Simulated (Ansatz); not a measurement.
# Geometry relaxation, with input and output: GeH₄ClOF (part 1 of 2)

GeH₄ClOF, computed with RKS PBE/def2-SVP (Ansatz 0.2.0).

The input holds or restrains some coordinates. Forces given for the steps count only the free coordinates. It belongs to a series of runs on one base structure; here: pulled along the bonds that form and break, towards end A. Figures and captions count atoms from 1; the log counts them from 0 in places.

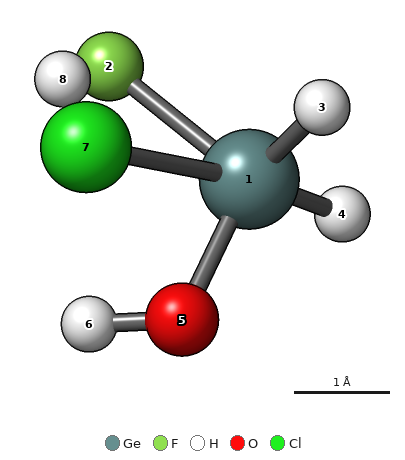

Figure 1. The structure as given in the input (ball-and-stick view, seen at a tilt; atoms are numbered from 1 in the order of the input). Sticks mark near contacts. Bond lengths as drawn: Cl–Ge 2.52 Å, F–Ge 2.03 Å, Ge–H 1.55 Å, Ge–O 1.77 Å and H–O 1.01 Å.

**Input**
```yaml
crystal:
  periodic: [false, false, false]
  atoms:
    - { symbol: Ge, position_ang: [0.0, 0.0, 0.0] }
    - { symbol: F, position_ang: [0.0, 0.0, 2.03] }
    - { symbol: H, position_ang: [1.4616, 0.0, -0.5162] }
    - { symbol: H, position_ang: [-0.73, 1.2648, -0.5162] }
    - { symbol: O, position_ang: [-0.8337, -1.4443, -0.5894] }
    - { symbol: H, position_ang: [-1.2883, -1.91, 0.183] }
    - { symbol: Cl, position_ang: [0.9377, -2.1999, 0.7946] }
    - { symbol: H, position_ang: [0.4704, -1.1036, 1.915] }
basis:
  gaussian: { orbitals: def2-SVP }
hamiltonian:
  xc: pbe
relax:
  f_tol: 0.15
  max_steps: 25
  restrain:
    - { distance: [0, 6], at: 3.42, k: 30.0 }
    - { distance: [7, 1], at: 2.12, k: 30.0 }
    - { distance: [0, 1], at: 1.68, k: 30.0 }
    - { distance: [7, 6], at: 1.37, k: 30.0 }
output:
  orbitals: {}
```

Machine: 2 threads of Arm Neoverse V2, 24 GiB of memory available, shared host.

Launched with:
```bash
ansatz run input.yaml --threads 2 --pin off --max-ram 3072MiB --backend cpu --events-out ev --progress --plain --runs-dir out
```

**Log**
```
The last accepted step is kept in [file] (removed where the run ends without a failure and the disk answers)
Engine: ansatz 0.2.0, aarch64-unknown-linux-gnu
Functional definition: PBE
  parameter kappa = 0.804
  parameter beta = 0.06672455060314922
  exchange = pbe_x(kappa = kappa, mu = beta*pi^2/3)
  correlation = pbe_c(beta = beta)
1069 factors; their error is unknown
mean field evaluation 1: about -73828.8416 eV, gradient 6.4e1 eV
mean field evaluation 2: about -73736.2098 eV, gradient 1.8e2 eV
mean field evaluation 4: about -73835.0970 eV, gradient 2.1e1 eV
mean field evaluation 8: about -73835.8662 eV, gradient 9.9e-2 eV
mean field evaluation 16: about -73835.8088 eV, gradient 1.7e-5 eV
mean field -73835.80877766 eV, -2713.4159248704 hartree, gradient 1.7e-5 eV, S^2 0.000000; 0 other end points of the search recorded, 0 dependent functions left out
the calculation of the forces begins
reference -73835.80880872 eV, -2713.4159260116 hartree; 35, 35 occupied and 63, 63 virtual orbitals, 1069 factors
relax step   1: F+E_penalty+E_count = -73835.80877766 eV  Δ(F+E_penalty+E_count) = +0.000e0 eV  max|allowed force component| = 3.604e0 eV/Å  E_restraint = 27.60113155 eV  max|allowed force component, restraints' pulls added| = 3.107e1 eV/Å  Δτ_max = 0.0000 Å  (27 SCF iters, accepted)
  distance Ge 0 - Cl 6 = 2.5200 Å
  distance H 7 - F 1 = 1.2052 Å
  distance Ge 0 - F 1 = 2.0300 Å
  distance H 7 - Cl 6 = 1.6357 Å
these checks for a lower state are left out or cut short: starts, cluster_reference, orbital_swaps, neighbouring_geometries, increment
1069 factors; their error is unknown
mean field -73836.56055448 eV, -2713.4435521589 hartree, gradient 2.1e-5 eV, S^2 0.000000; 0 other end points of the search recorded, 0 dependent functions left out
[... from here on the field's lines of each further geometry are left out, up to the last ...]
relax step   2: F+E_penalty+E_count = -73836.56055448 eV  Δ(F+E_penalty+E_count) = -7.518e-1 eV  max|allowed force component| = 2.888e0 eV/Å  E_restraint = 13.16061375 eV  max|allowed force component, restraints' pulls added| = 2.275e1 eV/Å  Δτ_max = 0.1949 Å  (33 SCF iters, accepted)
relax step   3: F+E_penalty+E_count = -73837.02869959 eV  Δ(F+E_penalty+E_count) = -4.681e-1 eV  max|allowed force component| = 4.228e0 eV/Å  E_restraint = 3.82063151 eV  max|allowed force component, restraints' pulls added| = 1.083e1 eV/Å  Δτ_max = 0.1948 Å  (32 SCF iters, accepted)
relax step   4: F+E_penalty+E_count = -73837.50353595 eV  Δ(F+E_penalty+E_count) = -4.748e-1 eV  max|allowed force component| = 3.356e0 eV/Å  E_restraint = 0.33565165 eV  max|allowed force component, restraints' pulls added| = 3.511e0 eV/Å  Δτ_max = 0.1905 Å  (29 SCF iters, accepted)
relax step   5: F+E_penalty+E_count = -73837.89388277 eV  Δ(F+E_penalty+E_count) = -3.903e-1 eV  max|allowed force component| = 1.911e0 eV/Å  E_restraint = 0.05160827 eV  max|allowed force component, restraints' pulls added| = 7.658e-1 eV/Å  Δτ_max = 0.1957 Å  (30 SCF iters, accepted)
relax step   6: F+E_penalty+E_count = -73837.94724948 eV  Δ(F+E_penalty+E_count) = -5.337e-2 eV  max|allowed force component| = 1.837e0 eV/Å  E_restraint = 0.04821337 eV  max|allowed force component, restraints' pulls added| = 5.652e-1 eV/Å  Δτ_max = 0.1456 Å  (27 SCF iters, accepted)
relax step   7: F+E_penalty+E_count = -73837.92102389 eV  Δ(F+E_penalty+E_count) = +2.623e-2 eV  max|allowed force component| = 1.883e0 eV/Å  E_restraint = 0.04268127 eV  max|allowed force component, restraints' pulls added| = 1.883e0 eV/Å  Δτ_max = 0.1969 Å  (31 SCF iters, rejected (line search))
relax step   8: F+E_penalty+E_count = -73838.00368549 eV  Δ(F+E_penalty+E_count) = -5.644e-2 eV  max|allowed force component| = 1.676e0 eV/Å  E_restraint = 0.05251388 eV  max|allowed force component, restraints' pulls added| = 7.411e-1 eV/Å  Δτ_max = 0.0958 Å  (27 SCF iters, accepted)
relax step   9: F+E_penalty+E_count = -73838.04584720 eV  Δ(F+E_penalty+E_count) = -4.216e-2 eV  max|allowed force component| = 1.649e0 eV/Å  E_restraint = 0.05125421 eV  max|allowed force component, restraints' pulls added| = 4.641e-1 eV/Å  Δτ_max = 0.1000 Å  (27 SCF iters, accepted)
relax step  10: F+E_penalty+E_count = -73838.09243178 eV  Δ(F+E_penalty+E_count) = -4.658e-2 eV  max|allowed force component| = 1.620e0 eV/Å  E_restraint = 0.05104494 eV  max|allowed force component, restraints' pulls added| = 2.112e-1 eV/Å  Δτ_max = 0.1500 Å  (30 SCF iters, accepted)
relax step  11: F+E_penalty+E_count = -73838.10564902 eV  Δ(F+E_penalty+E_count) = -1.322e-2 eV  max|allowed force component| = 1.550e0 eV/Å  E_restraint = 0.05292636 eV  max|allowed force component, restraints' pulls added| = 1.630e-1 eV/Å  Δτ_max = 0.1076 Å  (29 SCF iters, accepted)
the calculation of the forces begins
reference -73838.10965492 eV, -2713.5004805500 hartree; 35, 35 occupied and 63, 63 virtual orbitals, 1069 factors
relax step  12: F+E_penalty+E_count = -73838.10962192 eV  Δ(F+E_penalty+E_count) = -3.973e-3 eV  max|allowed force component| = 1.585e0 eV/Å  E_restraint = 0.05211825 eV  max|allowed force component, restraints' pulls added| = 5.158e-2 eV/Å  Δτ_max = 0.0632 Å  (24 SCF iters, accepted)
  distance Ge 0 - Cl 6 = 3.4273 Å
  distance H 7 - F 1 = 2.1141 Å
  distance Ge 0 - F 1 = 1.7294 Å
  distance H 7 - Cl 6 = 1.3392 Å
1069 factors; their error is unknown
mean field evaluation 96: about -73838.1414 eV, gradient 3.6e0 eV
```

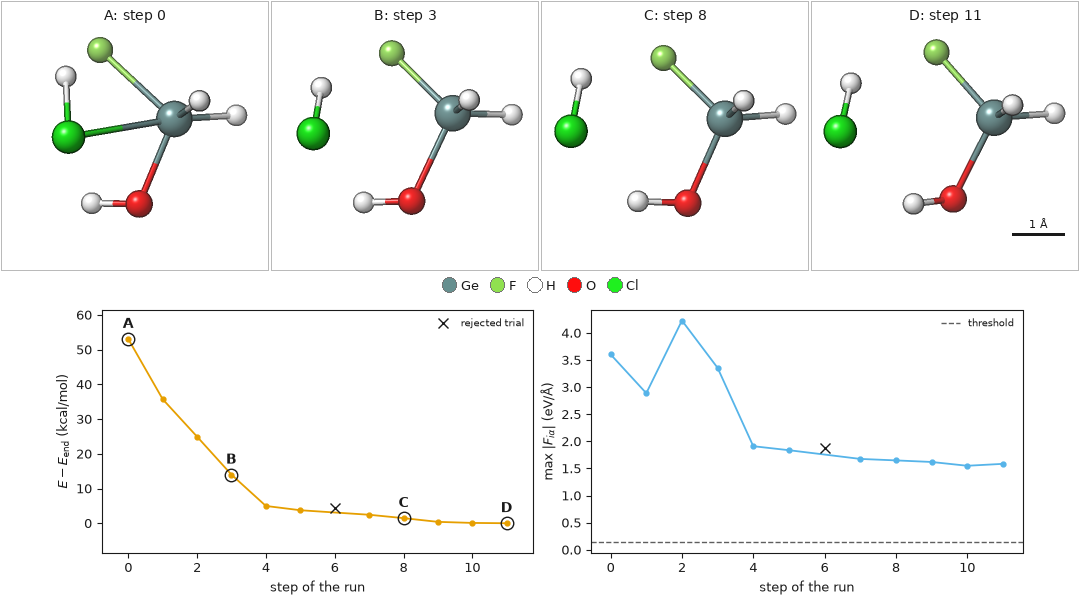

Figure 2. Frames of the restrained relaxation (ball-and-stick view, seen at a tilt) above the curves, on which the letters mark them (the first geometry is step 0 here and step 1 in the log).

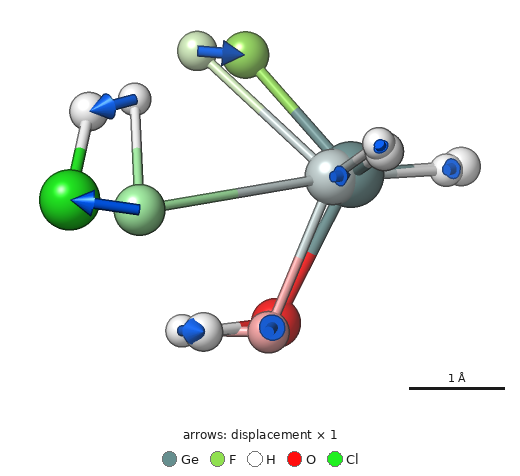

Figure 3. Start (faint) and end (solid) with the displacements as blue arrows, at true length (ball-and-stick view, seen at a tilt). The two geometries are laid on each other by the best rigid fit. The atom that moves furthest after the best rigid fit is Cl7 (0.75 Å). By element the largest moves are Cl 0.75 Å, H 0.62 Å, F 0.51 Å, O 0.49 Å, Ge 0.25 Å. Distances before and after: Ge1–Cl7 2.520 → 3.427 Å, Ge1–F2 2.030 → 1.729 Å, Cl7–H8 1.636 → 1.339 Å, O5–H6 1.010 → 0.980 Å. Bonds break: Ge1–Cl7 (2.52 → 3.43 Å). Among the angles that change: H3–Ge1–H4 109.5° → 116.8°, H3–Ge1–O5 109.5° → 114.3°, H4–Ge1–O5 109.5° → 105.3°. After 11 geometry steps the energy has fallen by 53.1 kcal/mol. Largest force component: 3.6 eV/Å at the start, 1.6 eV/Å at the end. The line search rejected the trial step at point 6 (counted from 0) and went back. (Atoms are counted from 1 in the order of the input.)

```
mean field -73838.10962192 eV, -2713.5004793373 hartree, gradient 6.4e-5 eV, S^2 0.000000; 1 other end points of the search recorded, 0 dependent functions left out
the calculation of the forces begins
reference -73838.10965492 eV, -2713.5004805500 hartree; 35, 35 occupied and 63, 63 virtual orbitals, 1069 factors
Total energy: -73838.10965492 eV, -2713.5004805500 hartree
Atom 0 at    -0.130990     0.217553    -0.060722 Å, force    -0.251929     0.084996    -1.585418 eV/Å
Atom 1 at     0.015651     0.326442     1.659003 Å, force     0.177137    -0.091837     1.523903 eV/Å
Atom 2 at     1.314167     0.055137    -0.585352 Å, force     0.030485     0.006776    -0.014597 eV/Å
Atom 3 at    -0.898693     1.475963    -0.514260 Å, force     0.010803     0.008627    -0.002366 eV/Å
Atom 4 at    -1.205146    -1.149948    -0.439281 Å, force     0.025261     0.022582     0.031432 eV/Å
Atom 5 at    -0.768029    -1.978303    -0.149286 Å, force    -0.006064    -0.025781    -0.011684 eV/Å
Atom 6 at     1.032753    -2.694044     1.323084 Å, force    -0.185267     0.524624     0.584074 eV/Å
Atom 7 at     0.657987    -1.645800     2.067614 Å, force     0.199574    -0.529989    -0.525344 eV/Å
Dipole moment:     0.211751     0.058287    -0.041653 e Å
```

**Trajectory as extended XYZ (Å, eV, eV/Å), 12 frames, from step=1 to step=12**
```
8
Properties=species:S:1:pos:R:3:forces:R:3 step=1 energy=-73835.80878
Ge    0.0000    0.0000    0.0000    0.7633  -0.2138  -0.5569
F     0.0000    0.0000    2.0300   -0.0784   0.1214  -0.9324
H     1.4616    0.0000   -0.5162   -0.0998   0.4828   0.1199
H    -0.7300    1.2648   -0.5162   -0.3590   0.2652   0.6523
O    -0.8337   -1.4443   -0.5894   -3.6037   0.6205  -0.6734
H    -1.2883   -1.9100    0.1830    0.7721   0.5231  -1.2814
Cl    0.9377   -2.1999    0.7946    2.2691  -1.2017   3.4710
H     0.4704   -1.1036    1.9150    0.3363  -0.5976  -0.7992
8
Properties=species:S:1:pos:R:3:forces:R:3 step=2 energy=-73836.56055
Ge   -0.0533    0.1114    0.0056    1.5706  -2.6548   0.3081
F    -0.0468    0.1090    1.9575   -0.0493  -0.0646  -1.6568
H     1.4526    0.0076   -0.5119   -0.7055   0.3912   0.4649
H    -0.7427    1.2834   -0.5153   -1.1311   1.6219  -0.1118
O    -0.8526   -1.4156   -0.5877   -1.6544   1.2374   0.4129
H    -1.2820   -1.9057    0.1738    0.6267   0.4866  -0.9268
Cl    1.0112   -2.3392    0.9094    0.6293   0.4411   2.8884
H     0.5312   -1.2439    1.8693    0.7137  -1.4588  -1.3789
8
Properties=species:S:1:pos:R:3:forces:R:3 step=3 energy=-73837.02870
Ge   -0.0916    0.2036    0.0231    2.1469  -4.2284   0.1683
F    -0.1057    0.2412    1.8631   -0.0405  -0.0883  -1.0555
H     1.4378    0.0117   -0.5016   -1.0136   0.4837   0.5893
H    -0.7642    1.3165   -0.5231   -1.6314   2.4764  -0.7621
O    -0.8571   -1.3919   -0.5750   -0.7038   1.6480   0.6329
H    -1.2758   -1.9003    0.1671    0.4160   0.4209  -0.5442
Cl    1.0652   -2.4528    1.0013    0.1460   0.6929   2.0676
H     0.6093   -1.4209    1.8458    0.6804  -1.4052  -1.0962
```
